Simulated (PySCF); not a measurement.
**NMR shielding calculation, with input and output: CH$_{8}$BPSi**

The run: NMR shielding calculation of CH$_{8}$BPSi, SMILES BP[SiH2]C. Method and program: GIAO PBE0/pcSseg-1 NMR shielding, non-relativistic, IEF-PCM water (PySCF 2.14.0).

The geometry comes from this level: PBE0-D3(BJ)/def2-SVP. It belongs to a series of runs on one base structure; here: solvent water. Figures and captions count atoms from 1; the log counts them from 0 in places.

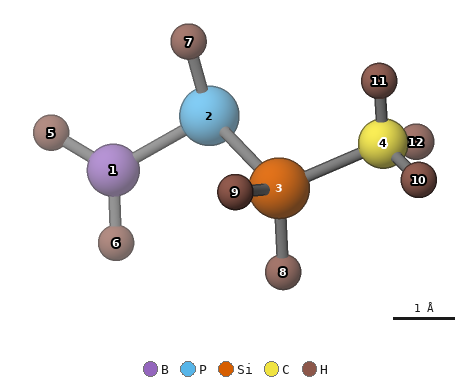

**Figure 1.** The structure as given in the input (ball-and-stick view, seen at a tilt; atoms are numbered from 1 in the order of the input).

### Summary

| quantity | value |
| --- | --- |
| outcome | converged |
| total energy | −698.232797 hartree |
| HOMO | −7.25 eV |
| LUMO | −1.62 eV |
| dipole moment | 2.34 D |
| isotropic shielding, B | 17.7 ppm |
| isotropic shielding, P | 445.4 ppm |
| isotropic shielding, Si | 393.3 ppm |
| isotropic shielding, C | 189.4 ppm |
| isotropic shielding, H | 23.0 to 30.7 ppm |
| hardware | 1 CPU thread, shared host |
| wall time | 5.3 s |
| peak memory | 0.67 GiB |

### The input
```
{"job": {"kind": "nmr", "xc": "PBE0", "basis": "pcSseg-1", "solvent": "water", "pop": false}, "charge": 0, "multiplicity": 1}
B      2.624051     0.013643     0.659984
P      1.014496     0.922398     0.665946
Si    -0.583876    -0.477948    -0.063672
C     -2.272023     0.315317     0.137957
H      3.642824     0.578420     0.346364
H      2.648930    -1.107550     1.108023
H      1.104387     1.947719    -0.312044
H     -0.436265    -1.687195     0.800915
H     -0.366923    -0.871980    -1.490177
H     -3.066068    -0.377526    -0.181337
H     -2.350899     1.227959    -0.472687
H     -2.446750     0.589220     1.189195
```

The first line tells a small driver script what to run in PySCF; the rest is the geometry in Å.

Run as:
```bash
OMP_NUM_THREADS=1 python <driver script> task.json out
```

### The program's output
```
coarse grid: 10384 points
cycle   1  E = -698.1831466459  dE = -7.198e-02  |g| = 3.124e-01  |ddm| = 2.895e+00
cycle   2  E = -698.1812540832  dE =  1.893e-03  |g| = 3.271e-01  |ddm| = 5.636e-01
cycle   3  E = -698.2103919727  dE = -2.914e-02  |g| = 2.377e-02  |ddm| = 2.845e-01
cycle   4  E = -698.2105306203  dE = -1.386e-04  |g| = 1.145e-02  |ddm| = 3.996e-02
cycle   5  E = -698.2105697735  dE = -3.915e-05  |g| = 1.492e-03  |ddm| = 1.583e-02
cycle   6  E = -698.2105703855  dE = -6.120e-07  |g| = 5.675e-04  |ddm| = 2.816e-03
final grid: 89248 points
cycle   7  E = -698.2327878341  dE = -1.729e-05  |g| = 5.510e-03  |ddm| = 1.857e-02
cycle   8  E = -698.2327849833  dE =  2.851e-06  |g| = 6.372e-03  |ddm| = 1.061e-02
cycle   9  E = -698.2327965488  dE = -1.157e-05  |g| = 2.115e-04  |ddm| = 5.909e-03
cycle  10  E = -698.2327965570  dE = -8.255e-09  |g| = 6.698e-05  |ddm| = 2.494e-04
cycle  11  E = -698.2327965582  dE = -1.185e-09  |g| = 2.522e-05  |ddm| = 9.363e-05
cycle  12  E = -698.2327965584  dE = -2.061e-10  |g| = 5.524e-06  |ddm| = 3.566e-05
```

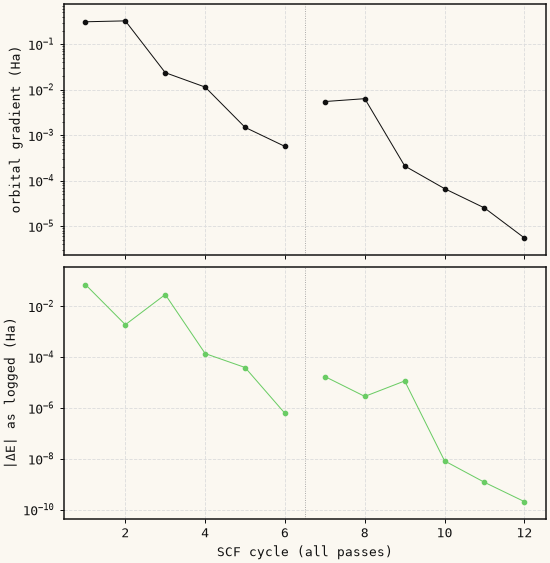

**Figure 2.** Convergence of the self-consistent field: orbital gradient and size of the energy change against the SCF cycle. The dotted line marks the change from a coarse to the final integration grid. The first 6 cycles use a coarse grid, the final grid takes over at cycle 7, and the field converges after 12 cycles in all.

```
converged SCF energy = -698.2327965584

GIAO shielding tensors (ppm)
atom      isotropic    diamagn.    paramagn.     s11        s22        s33       span
  0 B       17.715     196.458    -178.743    -88.186     -0.186    141.517    229.703
  1 P      445.396     971.392    -525.997    268.021    493.600    574.567    306.546
  2 Si     393.301     880.747    -487.446    349.206    396.101    434.597     85.391
  3 C      189.390     254.016     -64.626    182.499    189.872    195.799     13.300
  4 H       22.996      28.552      -5.556     14.810     26.464     27.714     12.905
  5 H       23.199      29.368      -6.169     14.212     26.687     28.699     14.486
  6 H       27.236      30.908      -3.672     22.600     25.526     33.583     10.983
  7 H       26.619      29.992      -3.373     23.140     25.131     31.585      8.445
  8 H       26.626      29.827      -3.201     22.543     25.573     31.761      9.218
  9 H       30.673      28.473       2.199     25.867     27.369     38.782     12.915
 10 H       30.701      30.220       0.481     26.081     28.670     37.351     11.270
 11 H       30.745      29.797       0.949     26.443     28.391     37.403     10.959
```

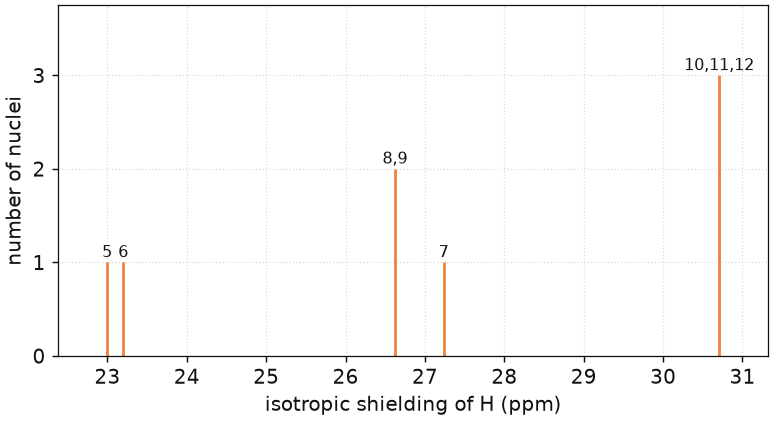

**Figure 3.** Isotropic shieldings of the hydrogen nuclei in this fixed geometry, labelled by atom number; shielding grows to the right, so chemical shift grows to the left. The least shielded is H5 (23.0 ppm), the most shielded H12 (30.7 ppm).
